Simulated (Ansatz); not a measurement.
# BiB (model cell, started as layered BN type): a soft mode frozen in, part 2 of 3

Wanted: the energy along a soft mode of BiB (model cell, started as layered BN type) and the structure at the end.

Ansatz 0.2.0; DFT LDA, scalar-relativistic, plane waves, PAW.

So far, highest frequency on the path or at a solved wavevector (cm⁻¹): step 2 (the dispersion) 476. Also lowest frequency on the path (cm⁻¹): step 2 -135.

The structure was built from a prototype and need not be the compound's stable phase.

## Step 4: The mode frozen in, largest atomic shift 0.14 Å

The atoms are moved along the unstable eigenvector, the largest shift by 0.14 Å, with the cell fixed.

input.yaml reads:

```yaml
crystal:
  lattice:
    - [0.0, 0.0, 5.3326373303]
    - [6.2437176955, -3.6048178928, 0.0]
    - [6.2437227189, 3.604809192, 0.0]
  atoms:
    - { symbol: B, position: [0.2631262369, 0.6666666667, 0.3333333333] }
    - { symbol: B, position: [0.2237465739, 0.0, 0.6666666667] }
    - { symbol: B, position: [0.2631262369, 0.3333333333, 1.0] }
    - { symbol: B, position: [0.7500000016, 0.0, 0.3333333333] }
    - { symbol: B, position: [0.7499999967, 0.3333333333, 0.6666666667] }
    - { symbol: B, position: [0.7500000016, 0.6666666667, 0.0] }
    - { symbol: Bi, position: [0.2500000092, 0.0, 0.3333333333] }
    - { symbol: Bi, position: [0.2499999816, 0.3333333333, 0.6666666667] }
    - { symbol: Bi, position: [0.2500000092, 0.6666666667, 0.0] }
    - { symbol: Bi, position: [0.7476813578, 0.6666666667, 0.3333333333] }
    - { symbol: Bi, position: [0.7546374526, 0.0, 0.6666666667] }
    - { symbol: Bi, position: [0.7476813578, 0.3333333333, 1.0] }
kpoints:
  mp_grid: { grid: [8, 6, 6] }
hamiltonian:
  xc: lda
scf:
  occupations: { method: methfessel_paxton, width: 0.2 }
output:
  forces: true
  stress: true
  eigenvalues: true
```

On the command line:

```bash
$ ansatz run input.yaml --threads 4 --pin off --max-ram 7168MiB --backend cpu --events-out ev --progress --plain --runs-dir out
```

Numbers of over 12 decimals in the logs are rounded to 6 here.

Output:

```text
[...]
Crystal: 12 atoms, lattice volume = 240.048 Å³
Basis set: ecut = 420 eV, 4649 PW (Γ)
Bands: 66, of which v1, the nominal top of the filled ones, is band 54 counted from 1 (53 counted from 0)
Symmetry: 6 space group operations
[...]
k-points: 44 of 288 (time reversal used)
[...]
k-point 0: bands = [... 50 lower, 7.7827, 7.7827, 10.3929, 10.3929, 10.7794, 11.1439, 12.4690, 12.4690, ... 8 higher]
  k-point 1: bands = [... 50 lower, 7.9868, 8.7699, 9.3298, 10.2175, 10.5718, 11.5594, 11.8945, 12.0088, ... 8 higher]
  k-point 2: bands = [... 50 lower, 8.4524, 8.6147, 9.6959, 9.7566, 9.9208, 10.1380, 11.2159, 12.0806, ... 8 higher]
  k-point 43: bands = [... 50 lower, 10.1855, 10.3322, 10.3322, 10.3552, 10.5758, 10.6166, 10.6166, 10.8537, ... 8 higher]
[key lines of the parts left out:]
SCF converged after 6 iterations
Free energy (F): -73399.342300 eV
Fermi energy:    10.349049 eV
P = ⅓ Tr σ = 0.1477 GPa (1.477 kbar)
```

Run time: 6.7 s. Hardware: 4 threads of Intel Xeon 6975P-C (Granite Rapids), shared host; peak memory 1 GiB; 26 s of CPU time.

This step gave:

- pressure: 0.1477 GPa
- energy from the undistorted cell: -0.634 meV/atom

The energy, extrapolated to zero smearing, is -0.63 meV/atom against the undistorted cell.

The run ends at a pressure of 0.15 GPa, with forces up to 0.14 eV/Å.

## Step 5: Energy along the mode, all amplitudes (two of the runs are shown above)

An imaginary frequency means negative curvature, so the energy should fall and then rise again as anharmonic terms take over.

Numbers from this step:

| Property | Result |
| --- | --- |
| depth at the lowest point sampled | 0.634 meV/atom |
| largest atomic shift at that point | 0.14 Å |

Table of energy from the parent by largest atomic shift:

```
largest atomic shift (Å)  energy from the parent (meV/atom)
                   0.000                                  0
                   0.040                             -0.089
                   0.080                             -0.321
                   0.140                             -0.634
                   0.220                              0.158
                   0.320                               6.00
```

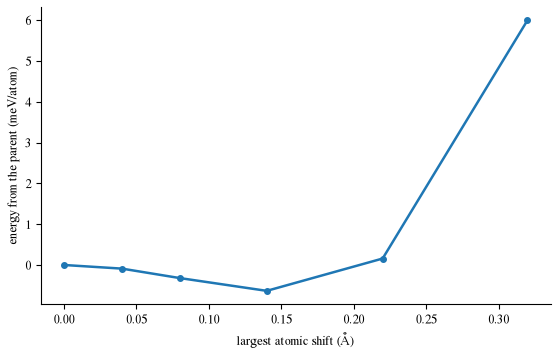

Energy from the parent, plotted against largest atomic shift.

Displacement at unit largest shift by atom:

```
atom  x (Å)  y (Å)  z (Å)  size
  B1   0.00   0.00   0.50  0.50
  B2   0.00   0.00  -1.00  1.00
  B3   0.00   0.00   0.50  0.50
  B4   0.00   0.00   0.00  0.00
  B5   0.00   0.00   0.00  0.00
  B6   0.00   0.00   0.00  0.00
 Bi7   0.00   0.00   0.00  0.00
 Bi8   0.00   0.00   0.00  0.00
 Bi9   0.00   0.00   0.00  0.00
Bi10   0.00   0.00  -0.09  0.09
Bi11   0.00   0.00   0.18  0.18
Bi12   0.00   0.00  -0.09  0.09
```

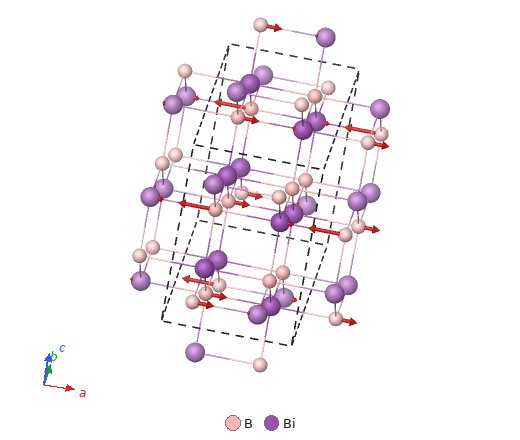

Displacement at unit largest shift as arrows, the longest 1 Å. Some periodic images of atoms are drawn too.

The lowest of the steps tried is at 0.14 Å, 0.634 meV/atom below the parent; the bottom of the well need not coincide with a step.

## Step 6: Relaxation from the frozen mode

Starting from the lowest point found, all atoms and the cell are let go, so that strain and other modes of the same symmetry can join in.

input.yaml: that of step 4 with these lines changed.

```diff
@@ -28 +28,6 @@
   eigenvalues: true
+relax:
+  adjacent_minimum: "off"
+  f_tol: 0.002
+  max_steps: 120
+  cell: { stress_tol: 0.03 }
```

Output:

```text
[...]
Crystal: 12 atoms, lattice volume = 240.048 Å³
Basis set: ecut = 420 eV, 4649 PW (Γ)
Bands: 66, of which v1, the nominal top of the filled ones, is band 54 counted from 1 (53 counted from 0)
Symmetry: 6 space group operations
[...]
k-points: 44 of 288 (time reversal used)
[...]
SCF iter   1: F=—  HF=-73399.392873 eV  |F-HF|=—  |Δ(HF+E_count)|=         —  Δρ=7.14e-3  dr2=1.70e-1  ethr=1.77e-3  ⟨swp⟩=7.1  Hψ=12493  notcnv=0
[...]
SCF iter   6: F=-73399.342300 eV  HF=-73399.342300 eV  |F-HF|=1.10e-8  |Δ(HF+E_count)|=   1.26e-6  S|Δr|=    0.00e0  Δρ=6.40e-6  dr2=9.92e-8  ethr=9.26e-11  ⟨swp⟩=10.6  Hψ=16848  notcnv=0
SCF 1 converged in 6 iterations: F = -73399.342300 eV  dr2 = 9.92e-8
[...]
relax step   1: F+E_penalty+E_count = -73399.34230014 eV  Δ(F+E_penalty+E_count) = +0.000e0 eV  max|allowed force component| = 1.443e-1 eV/Å  Δτ_max = 0.0000 Å  P = +0.148 GPa  Ω = 240.048 Å³  (6 SCF iters, dr2 threshold 1.00e-7 eV, accepted)
Crystal: 12 atoms, lattice volume = 242.836 Å³
Basis set: ecut = 420 eV, 4699 PW (Γ)
[...]
SCF iter   6: F=-73399.337004 eV  HF=-73399.337004 eV  |F-HF|=1.07e-7  |Δ(HF+E_count)|=   1.11e-6  S|Δr|=    0.00e0  Δρ=7.49e-6  dr2=1.65e-7  ethr=1.11e-9  ⟨swp⟩=8.7  Hψ=13900  notcnv=0
SCF 2 converged in 6 iterations: F = -73399.337004 eV  dr2 = 1.65e-7
[...]
relax step   2: F+E_penalty+E_count = -73399.33700390 eV  Δ(F+E_penalty+E_count) = +5.296e-3 eV  max|allowed force component| = 2.573e-1 eV/Å  Δτ_max = 0.1052 Å  P = -0.630 GPa  Ω = 242.836 Å³  energy of the carried Pulay correction = -1.316e-3 eV  (6 SCF iters, dr2 threshold 1.20e-6 eV, rejected (line search))
Crystal: 12 atoms, lattice volume = 241.018 Å³
Basis set: ecut = 420 eV, 4625 PW (Γ)
[...]
SCF iter   9: F=-73399.363595 eV  HF=-73399.363595 eV  |F-HF|=2.91e-11  |Δ(HF+E_count)|=  1.46e-11  S|Δr|=    0.00e0  Δρ=4.78e-8  dr2=4.21e-12  ethr=1.00e-12  ⟨swp⟩=6.1  Hψ=11430  notcnv=0
SCF 3 converged in 9 iterations: F = -73399.363595 eV  dr2 = 4.21e-12
[...]
relax step   3: F+E_penalty+E_count = -73399.36359550 eV  Δ(F+E_penalty+E_count) = -2.130e-2 eV  max|allowed force component| = 1.518e-1 eV/Å  Δτ_max = 0.0513 Å  P = -0.078 GPa  Ω = 241.018 Å³  energy of the carried Pulay correction = -4.596e-4 eV  (9 SCF iters, accepted)
[... from here on, the SCF cycles and remarks between the steps are left out ...]
relax step   4: F+E_penalty+E_count = -73399.39661152 eV  Δ(F+E_penalty+E_count) = -3.302e-2 eV  max|allowed force component| = 2.306e-1 eV/Å  Δτ_max = 0.0504 Å  P = -0.188 GPa  Ω = 242.352 Å³  energy of the carried Pulay correction = -1.089e-3 eV  (6 SCF iters, dr2 threshold 1.20e-6 eV, accepted)
relax step   5: F+E_penalty+E_count = -73399.44700735 eV  Δ(F+E_penalty+E_count) = -5.040e-2 eV  max|allowed force component| = 3.772e-1 eV/Å  Δτ_max = 0.0435 Å  P = +0.074 GPa  Ω = 243.103 Å³  energy of the carried Pulay correction = -1.441e-3 eV  (6 SCF iters, dr2 threshold 1.20e-6 eV, accepted)
relax step   6: F+E_penalty+E_count = -73399.52815557 eV  Δ(F+E_penalty+E_count) = -8.115e-2 eV  max|allowed force component| = 5.024e-1 eV/Å  Δτ_max = 0.0471 Å  P = -0.134 GPa  Ω = 245.398 Å³  energy of the carried Pulay correction = -2.512e-3 eV  (6 SCF iters, dr2 threshold 1.20e-6 eV, accepted)
relax step   7: F+E_penalty+E_count = -73399.69179136 eV  Δ(F+E_penalty+E_count) = -1.636e-1 eV  max|allowed force component| = 7.570e-1 eV/Å  Δτ_max = 0.0454 Å  P = +0.471 GPa  Ω = 245.493 Å³  energy of the carried Pulay correction = -2.556e-3 eV  (6 SCF iters, dr2 threshold 1.20e-6 eV, accepted)
relax step   8: F+E_penalty+E_count = -73400.07384109 eV  Δ(F+E_penalty+E_count) = -3.820e-1 eV  max|allowed force component| = 8.017e-1 eV/Å  Δτ_max = 0.0640 Å  P = +0.360 GPa  Ω = 249.287 Å³  energy of the carried Pulay correction = -4.303e-3 eV  (6 SCF iters, dr2 threshold 1.20e-6 eV, accepted)
relax step   9: F+E_penalty+E_count = -73400.28704659 eV  Δ(F+E_penalty+E_count) = -2.132e-1 eV  max|allowed force component| = 1.618e0 eV/Å  Δτ_max = 0.1072 Å  P = +2.134 GPa  Ω = 253.101 Å³  energy of the carried Pulay correction = -6.033e-3 eV  (7 SCF iters, dr2 threshold 1.20e-6 eV, accepted)
relax step  10: F+E_penalty+E_count = -73400.67818595 eV  Δ(F+E_penalty+E_count) = -3.911e-1 eV  max|allowed force component| = 4.203e-1 eV/Å  Δτ_max = 0.1008 Å  P = +0.969 GPa  Ω = 257.997 Å³  energy of the carried Pulay correction = -8.215e-3 eV  (7 SCF iters, dr2 threshold 1.20e-6 eV, accepted)
relax step  11: F+E_penalty+E_count = -73400.69164515 eV  Δ(F+E_penalty+E_count) = -1.346e-2 eV  max|allowed force component| = 2.411e-1 eV/Å  Δτ_max = 0.0567 Å  P = +0.159 GPa  Ω = 261.054 Å³  energy of the carried Pulay correction = -9.555e-3 eV  (7 SCF iters, dr2 threshold 1.20e-6 eV, accepted)
relax step  12: F+E_penalty+E_count = -73400.70890929 eV  Δ(F+E_penalty+E_count) = -1.726e-2 eV  max|allowed force component| = 3.445e-2 eV/Å  Δτ_max = 0.0427 Å  P = -0.257 GPa  Ω = 261.201 Å³  energy of the carried Pulay correction = -9.619e-3 eV  (6 SCF iters, dr2 threshold 1.20e-6 eV, accepted)
relax step  13: F+E_penalty+E_count = -73400.71234866 eV  Δ(F+E_penalty+E_count) = -3.439e-3 eV  max|allowed force component| = 3.182e-2 eV/Å  Δτ_max = 0.0101 Å  P = +0.081 GPa  Ω = 260.842 Å³  energy of the carried Pulay correction = -9.462e-3 eV  (6 SCF iters, dr2 threshold 6.47e-7 eV, accepted)
relax step  14: F+E_penalty+E_count = -73400.71303896 eV  Δ(F+E_penalty+E_count) = -6.903e-4 eV  max|allowed force component| = 2.852e-3 eV/Å  Δτ_max = 0.0027 Å  P = -0.002 GPa  Ω = 260.970 Å³  energy of the carried Pulay correction = -9.518e-3 eV  (6 SCF iters, dr2 threshold 1.05e-7 eV, accepted)
relax step  15: F+E_penalty+E_count = -73400.71305042 eV  Δ(F+E_penalty+E_count) = -1.146e-5 eV  max|allowed force component| = 8.505e-4 eV/Å  Δτ_max = 0.0003 Å  P = +0.001 GPa  Ω = 260.946 Å³  energy of the carried Pulay correction = -9.508e-3 eV  (5 SCF iters, dr2 threshold 5.08e-10 eV, accepted)
relax step  16: F+E_penalty+E_count = -73400.79429157 eV  Δ(F+E_penalty+E_count) = -8.124e-2 eV  max|allowed force component| = 2.505e-2 eV/Å  Δτ_max = 0.0000 Å  P = +0.427 GPa  Ω = 260.946 Å³  stress off target by 1.14e0 GPa  SCF on the basis re-selected at this cell (its energy is not comparable with the rows above)  (8 SCF iters)
relax step  17: F+E_penalty+E_count = -73400.81671552 eV  Δ(F+E_penalty+E_count) = -2.242e-2 eV  max|allowed force component| = 3.080e-2 eV/Å  Δτ_max = 0.0169 Å  P = +0.197 GPa  Ω = 263.873 Å³  energy of the carried Pulay correction = -1.363e-3 eV  (5 SCF iters, dr2 threshold 1.20e-6 eV, accepted)
relax step  18: F+E_penalty+E_count = -73400.82206372 eV  Δ(F+E_penalty+E_count) = -5.348e-3 eV  max|allowed force component| = 5.069e-2 eV/Å  Δτ_max = 0.0257 Å  P = +0.032 GPa  Ω = 267.125 Å³  energy of the carried Pulay correction = -2.859e-3 eV  (6 SCF iters, dr2 threshold 6.44e-7 eV, accepted)
relax step  19: F+E_penalty+E_count = -73400.82299245 eV  Δ(F+E_penalty+E_count) = -9.287e-4 eV  max|allowed force component| = 5.555e-3 eV/Å  Δτ_max = 0.0056 Å  P = -0.002 GPa  Ω = 266.816 Å³  energy of the carried Pulay correction = -2.717e-3 eV  (5 SCF iters, dr2 threshold 1.61e-7 eV, accepted)
relax step  20: F+E_penalty+E_count = -73400.82301748 eV  Δ(F+E_penalty+E_count) = -2.504e-5 eV  max|allowed force component| = 1.378e-3 eV/Å  Δτ_max = 0.0007 Å  P = -0.000 GPa  Ω = 266.775 Å³  energy of the carried Pulay correction = -2.698e-3 eV  (5 SCF iters, dr2 threshold 1.93e-9 eV, accepted)
[...]
SCF iter   6: F=-73400.826289 eV  HF=-73400.826289 eV  |F-HF|=2.91e-11  |Δ(HF+E_count)|=  1.02e-10  S|Δr|=    0.00e0  Δρ=9.58e-8  dr2=6.00e-12  ethr=1.00e-12  ⟨swp⟩=6.3  Hψ=11430  notcnv=0
SCF 21 converged in 6 iterations: F = -73400.826289 eV  dr2 = 6.00e-12
relax step  21: F+E_penalty+E_count = -73400.82628930 eV  Δ(F+E_penalty+E_count) = -3.272e-3 eV  max|allowed force component| = 1.610e-3 eV/Å  Δτ_max = 0.0000 Å  P = +0.008 GPa  Ω = 266.775 Å³  stress off target by 2.09e-2 GPa  SCF on the basis re-selected at this cell (its energy is not comparable with the rows above)  (6 SCF iters)
[...]
SCF converged after 6 iterations
[...]
Free energy (F): -73400.826289 eV
[...]
Internal energy: -73400.833290 eV  (E = F + TS)
E sigma→0 (E₀):  -73400.828040 eV
Entropy (-TS):   0.007001 eV (0.583 meV/atom)
Fermi energy:    9.107740 eV
Step filling:    the computed levels leave a gap of 0.1856 eV = 0.9 smearing widths at the electron count; against every level under it full and every level over it empty, smearing changes F+E_penalty+E_count by +1.998 meV and its σ→0 estimate by +0.248 meV
[...]
--- Forces (eV/Å), atoms counted from 1 ---
  atom   1  B      0.00000000    -0.00000000    -0.00053745
  atom   2  B     -0.00000000    -0.00000000     0.00019671
  atom   3  B      0.00000000    -0.00000000    -0.00053745
  atom   4  B     -0.00005798    -0.00003348    -0.00058623
  atom   5  B      0.00005798    -0.00003348    -0.00058623
  atom   6  B      0.00000000     0.00006695    -0.00058623
  atom   7  Bi     0.00049881     0.00028799     0.00161028
  atom   8  Bi    -0.00049881     0.00028799     0.00161028
  atom   9  Bi    -0.00000000    -0.00057598     0.00161028
  atom  10  Bi    -0.00000000    -0.00000000    -0.00045451
  atom  11  Bi     0.00000000    -0.00000000    -0.00128706
  atom  12  Bi     0.00000000    -0.00000000    -0.00045451
  max |Σ_I F_I| component: 2.12e-6 eV/Å
--- Stress (GPa, compression-positive) ---
        0.002257      -0.000000      -0.000000
       -0.000000       0.002257      -0.000000
       -0.000000      -0.000000       0.020881
  P = ⅓ Tr σ = 0.0085 GPa (0.085 kbar)
--- Band table (eV; the first three rows and the last of 44) ---
  k-point 0: bands = [... 50 lower, 7.5009, 7.6659, 8.9651, 8.9651, 9.6403, 10.6527, 10.9703, 10.9703, ... 8 higher]
  k-point 1: bands = [... 50 lower, 7.5044, 7.7799, 8.5147, 8.7489, 10.4172, 10.5989, 10.8868, 11.0944, ... 8 higher]
  k-point 2: bands = [... 50 lower, 6.9287, 7.7203, 8.1583, 8.6731, 9.7937, 10.4430, 10.9310, 11.0653, ... 8 higher]
  k-point 43: bands = [... 50 lower, 6.9408, 7.5439, 8.3203, 8.3203, 9.6822, 9.6822, 9.7869, 10.2628, ... 8 higher]
--- Relaxed structure (19 steps of the walk, 18 accepted, 2 SCFs on fresh bases) ---
  F+E_penalty+E_count = -73400.82628930 eV   max|allowed force component| = 1.610e-3 eV/Å   (the final SCF, on the basis selected at the relaxed cell)
  cell:  # Å, volume = 266.7750 Å³
    - [1.533771639629322e-16, 0, 6.502927]
    - [5.960507, -3.441306, 1.7958168503808575e-16]
    - [5.960512, 3.441298, 1.795817227268393e-16]
  atoms:
    - { symbol: B, position: [0.331945, 0.666667, 0.333333] }
    - { symbol: B, position: [0.172176, 5.329591761493748e-17, 0.666667] }
    - { symbol: B, position: [0.331945, 0.333333, 1.000000] }
    - { symbol: B, position: [0.676698, 1.9049104224679135e-17, 0.357391] }
    - { symbol: B, position: [0.676698, 0.309275, 0.666667] }
    - { symbol: B, position: [0.676698, 0.690725, -0.024058] }
    - { symbol: Bi, position: [0.306664, -3.1701143507415176e-17, 0.350372] }
    - { symbol: Bi, position: [0.306664, 0.316295, 0.666667] }
    - { symbol: Bi, position: [0.306664, 0.683705, -0.017038] }
    - { symbol: Bi, position: [0.698279, 0.666667, 0.333333] }
    - { symbol: Bi, position: [0.817290, 4.4995808612150606e-17, 0.666667] }
    - { symbol: Bi, position: [0.698279, 0.333333, 1.000000] }
```

Run time: 2.8 min. Hardware: 4 threads; peak memory 1.2 GiB.

(Continued in part 3 of 3.)

[Logs are printed without paths, hosts, clocks, repeated set-up lines and the standing remarks that a program may print on its own settings, such as how far it seeks lower states.]

[Hosts, paths, dates, database ids (printed as entryN), source tags and the programs' standing remarks are cut or masked in the printed files.]
